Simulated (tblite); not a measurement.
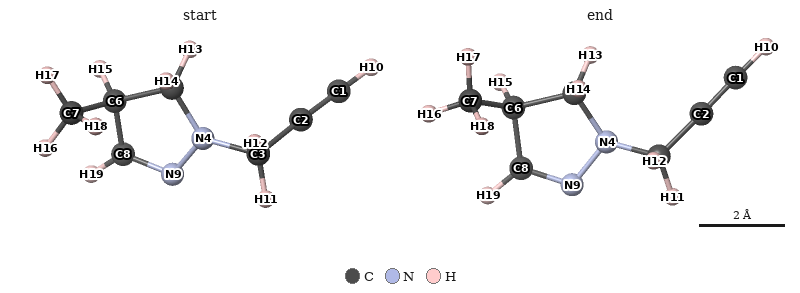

The structure of C₇H₁₀N₂ before (left) and after (right) a relaxation, at one scale.

A ball-and-stick model, seen at a tilt.

These are results of tblite, GFN2-xTB geometry optimisation, gas phase, not measurements. 

### What changed between the two?

After 146 geometry steps the energy has fallen by 66.3 kJ/mol. The atom that moves furthest after the best rigid fit is an H atom (0.91 Å). Largest moves by element: H 0.91 Å, C 0.52 Å, N 0.42 Å. Among the contacts that change: C–C 1.459 → 1.514 Å, C–C 1.239 → 1.196 Å, N–N 1.388 → 1.347 Å, C–N 1.426 → 1.464 Å. Bond angles that change, for instance: N–C–H 103.4° → 111.8°, C–N–C 127.7° → 119.5°, C–C–C 106.1° → 113.0°. Groups turn about C–C by about 30°. The run took 0.79 s on 1 thread of Arm Neoverse V2 (shared host).
